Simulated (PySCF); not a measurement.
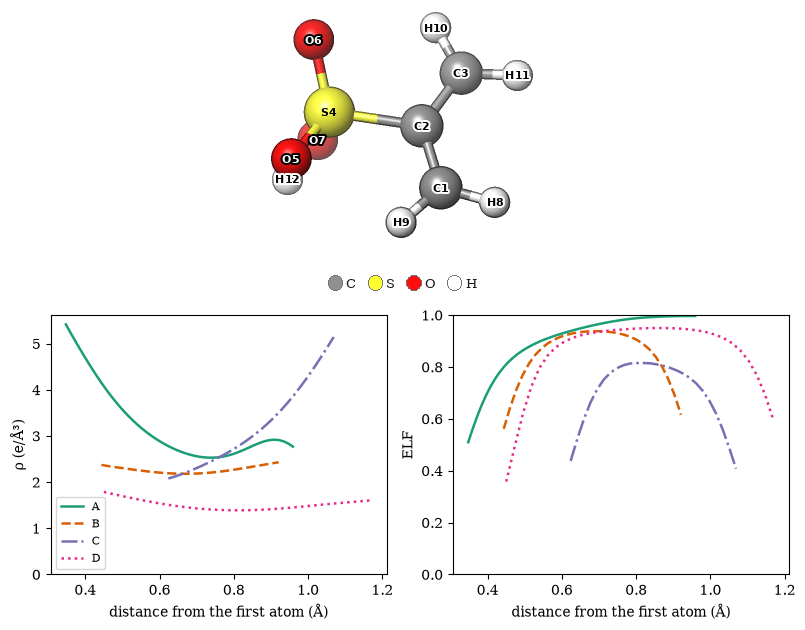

Figure 1: C3H5O3S (SMILES [CH2]C(=C)S(=O)(=O)O) (doublet). Electron density and ELF along straight lines between neighbouring atoms. The curves leave out the atomic cores. The structure is drawn too.

Geometry: GFN2-xTB.

All numbers below come from UKS B3LYP, pcH-1 on C H O S, non-relativistic, mean-field spin-orbit, GIAO (PySCF).

```yaml
atoms:
  - { symbol: C, position_ang: [-1.2716, -0.6871, -0.8133] }
  - { symbol: C, position_ang: [-0.5905, 0.0861, 0.0803] }
  - { symbol: C, position_ang: [-0.9711, 0.5914, 1.2889] }
  - { symbol: S, position_ang: [1.1086, 0.4650, -0.3772] }
  - { symbol: O, position_ang: [1.3377, 0.2318, -1.7722] }
  - { symbol: O, position_ang: [1.5113, 1.7061, 0.1955] }
  - { symbol: O, position_ang: [1.8659, -0.7314, 0.4159] }
  - { symbol: H, position_ang: [-2.2877, -0.9965, -0.6408] }
  - { symbol: H, position_ang: [-0.7888, -0.9727, -1.7292] }
  - { symbol: H, position_ang: [-0.2769, 1.2011, 1.8358] }
  - { symbol: H, position_ang: [-1.9485, 0.4091, 1.7007] }
  - { symbol: H, position_ang: [2.3126, -1.3036, -0.2104] }
```

**Which curve belongs to which contact (C–C, C–S, O–H and S–O)? The first atom named is at distance zero.**

Curve A: O–H (0.96 Å): ρ at the midpoint is about 3.8 e/Å³; the ELF climbs to about 1 towards the hydrogen, as it does in any bond to H; a covalent bond by its length. Curve B: C–C (1.36 Å): the density is about 2.2 e/Å³ at the midpoint; the ELF peaks at about 0.95 between the atoms; localised, covalent bonding. Curve C: S–O (1.42 Å): ρ is about 2.4 e/Å³ halfway; the ELF peaks at about 0.80 between the atoms; a polar covalent bond. Curve D: C–S (1.80 Å): ρ at the midpoint is about 1.4 e/Å³; the ELF peaks at about 0.95 between the atoms; localised, covalent bonding.
